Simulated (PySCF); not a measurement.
# SiH2O (oxosilane): SVWN5/STO-3G

Aim: the vertical ionisation energy of SiH2O (oxosilane) at SVWN5/STO-3G, from 2 runs. 

Program for the calculation: PySCF 2.14.0.

18 further runs of the same task are left out: 8 that didn't finish, 10 set aside as unsound or not needed.

## (1) The molecule

SiH2O has 4 atoms, charge 0, and is taken as a singlet. SMILES: `O=[SiH2]`. The coordinates come from a PBE0-D4/def2-TZVP relaxation.

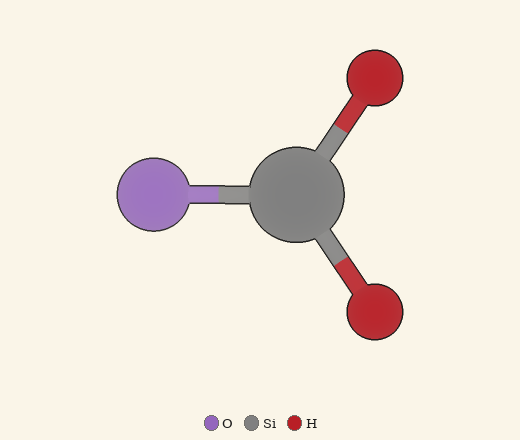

The structure, seen from a chosen angle (oxygen purple, silicon grey, hydrogen red).

## (2) A single-point energy at SVWN5/STO-3G

The input, job.py:

```python
from pyscf import gto, dft

molecule = gto.M(
    atom='''
O     -0.535170     0.781402     2.776953
Si    -0.012661     0.018519     0.065951
H      0.831291    -2.543571    -0.710915
H     -0.283459     1.743650    -2.132178
''',
    verbose=4,
    spin=0,
    unit='bohr',
    max_memory=1860,
    basis='sto-3g',
)

myscf = dft.RKS(molecule)
myscf.xc = 'svwn'
myscf.conv_tol = 1e-10
myscf.grids.level = 5
myscf.kernel()
if not myscf.converged:
    myscf = myscf.newton().run(myscf.mo_coeff, myscf.mo_occ)

e_final = myscf.e_tot
print(f'total energy: {e_final:.8f} hartree')
```

Command:

```console
$ OMP_NUM_THREADS=1 python job.py
```

Output:

```text
PySCF version 2.14.0

[INPUT] num. atoms = 4
[INPUT] num. electrons = 24
[INPUT] charge = 0
[INPUT] spin (= nelec alpha-beta = 2S) = 0
[INPUT] symmetry False subgroup None
[INPUT] Mole.unit = bohr
[INPUT] Symbol           X                Y                Z      unit          X                Y                Z       unit  Magmom
[INPUT]  1 O     -0.283199767968   0.413500130967   1.469500243396 AA   -0.535170000000   0.781402000000   2.776953000000 Bohr   0.0
[INPUT]  2 Si    -0.006699912667   0.009799832769   0.034899766237 AA   -0.012661000000   0.018519000000   0.065951000000 Bohr   0.0
[INPUT]  3 H      0.439900252843  -1.345999807557  -0.376200016901 AA    0.831291000000  -2.543571000000  -0.710915000000 Bohr   0.0
[INPUT]  4 H     -0.150000043030   0.922699843821  -1.128300007225 AA   -0.283459000000   1.743650000000  -2.132178000000 Bohr   0.0

nuclear repulsion = 52.4847784959084
number of shells = 10
number of NR pGTOs = 48
number of NR cGTOs = 16
basis = sto-3g
ecp = {}

******** <class 'pyscf.dft.rks.RKS'> ********
method = RKS
initial guess = minao
damping factor = 0
level_shift factor = 0
DIIS = <class 'pyscf.scf.diis.CDIIS'>
diis_start_cycle = 1
diis_space = 8
diis_damp = 0
SCF conv_tol = 1e-10
SCF conv_tol_grad = None
SCF max_cycles = 50
direct_scf = True
direct_scf_tol = 1e-13
XC library pyscf.dft.libxc version 7.0.0
    S. Lehtola, C. Steigemann, M. J.T. Oliveira, and M. A.L. Marques.,  SoftwareX 7, 1–5 (2018)
XC functionals = svwn
    P. A. M. Dirac.,  Math. Proc. Cambridge Philos. Soc. 26, 376 (1930)
    F. Bloch.,  Z. Phys. 57, 545 (1929)
    S. H. Vosko, L. Wilk, and M. Nusair.,  Can. J. Phys. 58, 1200 (1980)
radial grids:
    Treutler-Ahlrichs [JCP 102, 346 (1995); DOI:10.1063/1.469408] (M4) radial grids

becke partition: Becke, JCP 88, 2547 (1988); DOI:10.1063/1.454033
pruning grids: <function nwchem_prune>
grids dens level: 5
symmetrized grids: False
atomic radii adjust function: <function treutler_atomic_radii_adjust>
small_rho_cutoff = 0
Set gradient conv threshold to 1e-05
Initial guess from minao.
tot grids = 133616
init E= -359.626742483836
  HOMO = -0.294471783727836  LUMO = -0.0354310939995153  gap/eV = 7.04886
cycle= 1 E= -359.34803924402  delta_E= 0.279  |g|= 0.825  |ddm|= 2.44
  HOMO = 0.155940720360782  LUMO = 0.206351023050325  gap/eV = 1.37173
cycle= 2 E= -353.423998579778  delta_E= 5.92  |g|= 4.07  |ddm|= 6.95
  HOMO = 0.010901294287368  LUMO = 0.10924513417613  gap/eV = 2.67607
cycle= 3 E= -359.300036377403  delta_E= -5.88  |g|= 1.11  |ddm|= 5.62
  HOMO = -0.0235156495318076  LUMO = 0.0856069867657709  gap/eV = 2.96938
cycle= 4 E= -359.609577955039  delta_E= -0.31  |g|= 0.503  |ddm|= 0.763
  HOMO = -0.0413852219912201  LUMO = 0.0696319605768224  gap/eV = 3.02093
cycle= 5 E= -359.649460434522  delta_E= -0.0399  |g|= 0.347  |ddm|= 0.211
  HOMO = -0.0648477414479141  LUMO = 0.0603291653187971  gap/eV = 3.40624
cycle= 6 E= -359.685829575803  delta_E= -0.0364  |g|= 0.0388  |ddm|= 0.363
  HOMO = -0.0681646770231122  LUMO = 0.059681165420166  gap/eV = 3.47886
cycle= 7 E= -359.68630040115  delta_E= -0.000471  |g|= 0.00393  |ddm|= 0.0413
  HOMO = -0.0685156818363457  LUMO = 0.0595496156783929  gap/eV = 3.48483
cycle= 8 E= -359.686305484028  delta_E= -5.08e-06  |g|= 0.000166  |ddm|= 0.00535
  HOMO = -0.0685029230748054  LUMO = 0.059551213122931  gap/eV = 3.48453
cycle= 9 E= -359.686305493023  delta_E= -9e-09  |g|= 2.13e-05  |ddm|= 0.000241
  HOMO = -0.0685041455310575  LUMO = 0.0595505099426789  gap/eV = 3.48454
cycle= 10 E= -359.686305493156  delta_E= -1.33e-10  |g|= 9.05e-06  |ddm|= 2.49e-05
  HOMO = -0.068504881749775  LUMO = 0.0595502746011462  gap/eV = 3.48456
cycle= 11 E= -359.686305493183  delta_E= -2.7e-11  |g|= 2.5e-07  |ddm|= 1.19e-05
  HOMO = -0.0685047681505196  LUMO = 0.0595503083377835  gap/eV = 3.48456
Extra cycle  E= -359.686305493182  delta_E= 8.53e-13  |g|= 1.01e-06  |ddm|= 1.55e-06
converged SCF energy = -359.686305493182
total energy: -359.68630549 hartree
```

It took 1.3 s on 1 thread of Arm Neoverse V2, shared host; peak memory 0.14 GiB.

## (3) The doublet cation, same level

The input, geometry.xyz:

```xyz
4
H2OSi
O     -0.283200     0.413500     1.469500
Si    -0.006700     0.009800     0.034900
H      0.439900    -1.346000    -0.376200
H     -0.150000     0.922700    -1.128300
```

The input, job.py:

```python
from pyscf import gto, dft

mol = gto.M(
    atom='geometry.xyz',
    charge=1,
    spin=1,
    basis='sto-3g',
    verbose=3,
    max_memory=1860,
)

myscf = dft.UKS(mol)
myscf.xc = 'svwn'
myscf.conv_tol = 1e-10
myscf.grids.level = 5
myscf.kernel()
if not myscf.converged:
    myscf = myscf.newton().run(myscf.mo_coeff, myscf.mo_occ)

e_tot = myscf.e_tot
print('Final energy', e_tot)
```

Command:

```console
$ OMP_NUM_THREADS=1 python job.py
```

Output:

```text
converged SCF energy = -359.421554399395  <S^2> = 0.75810656  2S+1 = 2.0080902
Final energy -359.421554399395
```

Run time: 1.7 s. Hardware: 1 thread of Arm Neoverse V2, shared host; peak memory 0.14 GiB.

## (4) Summary of results

At SVWN5/STO-3G:

| quantity | value |
| --- | --- |
| singlet SiH2O: total energy | -359.68631 Eh |
| singlet SiH2O: dipole moment | 1.64 D |
| singlet SiH2O: HOMO energy | -1.86 eV |
| singlet SiH2O: LUMO energy | 1.62 eV |
| singlet SiH2O: HOMO–LUMO gap | 3.48 eV |
| doublet cation: total energy | -359.42155 Eh |
| doublet cation: HOMO energy (highest over α and β) | -14.33 eV |
| doublet cation: LUMO energy (lowest over α and β) | -12.38 eV |
| doublet cation: ⟨S²⟩ | 0.758 |
| vertical ionisation energy (to the doublet cation) | 7.204 eV |

Removing an electron at fixed nuclei costs 7.20 eV (695 kJ/mol). The negative HOMO energy of the first species, 1.86 eV, lies 5.34 eV below that difference. In a minimal basis such a difference can be off by several eV, whatever the method. Mulliken charges (singlet SiH2O) run from -0.35 on O1 to +0.53 on Si2; they depend strongly on the basis.
